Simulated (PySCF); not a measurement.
BrGeH4, charge −1, SMILES `[Br-].[GeH4]`.

Method: r2SCAN/aug-cc-pVDZ; geometry: GFN2-xTB; program: PySCF. GFN2-xTB bond lengths at metals and heavier atoms can be off by up to 0.1 Å and shapes distorted, which carries into these values.

Geometry (Å), atoms numbered from 1:

```
Br1      2.0597    0.0000    0.0000
Ge2     -1.9917    0.0000   -0.0000
H3      -2.6120   -0.8549   -1.0611
H4      -2.6073    1.3489   -0.2085
H5      -0.5283   -0.0021   -0.0021
H6      -2.6089   -0.4920    1.2722
```

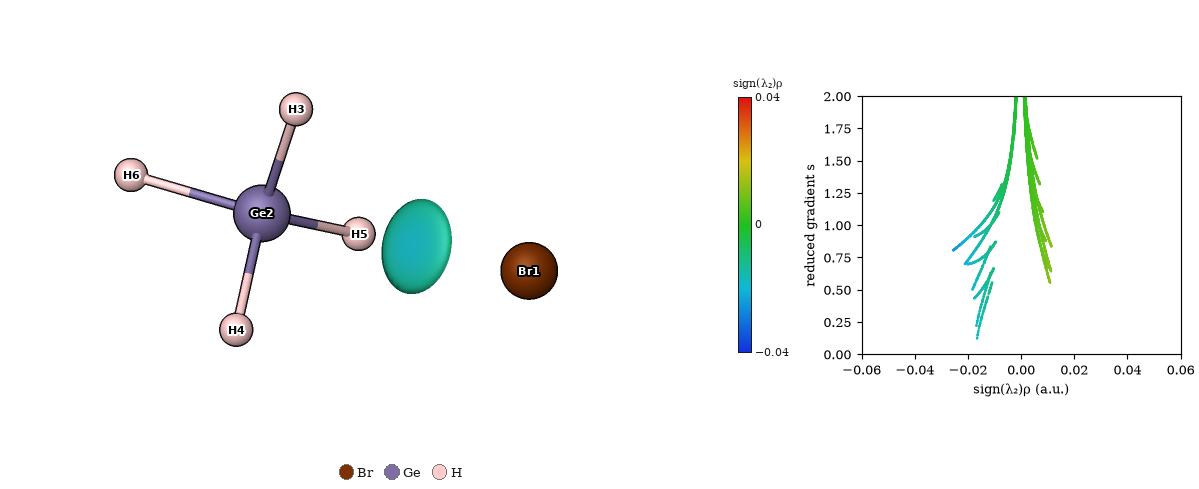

Non-covalent interaction surfaces between the fragments (reduced density gradient s = 0.5, coloured by sign(λ₂)ρ in a.u.; trimmed to the region between the fragments where ρ is under 0.06 a.u.). Fragment A: Br(−1) (atom 1); fragment B: GeH4. The plot gives s against sign(λ₂)ρ for grid points between the fragments.

### Which interactions hold the two fragments together?

Bond critical points between the fragments: Br1···H5, 2.59 Å, ρ = 0.017 a.u. It appears blue-green. The pose is a local one from a semi-empirical search, not shown to be the most stable. With a charged fragment, long-range electrostatics, which these surfaces don't show, weighs heavily in the interaction energy.

### How strongly are they bound?

The counterpoise-corrected interaction energy of the frozen fragments is −4.3 kcal/mol without dispersion correction and −4.6 kcal/mol with D3(BJ). The pair geometry is semi-empirical, not a minimum at this level.

Run time: 65 s on 1 thread of Intel(R) Xeon(R) Platinum 8175M CPU @ 2.50GHz (Skylake/Cascade Lake), with other jobs on the host, peak memory 0.48 GiB.
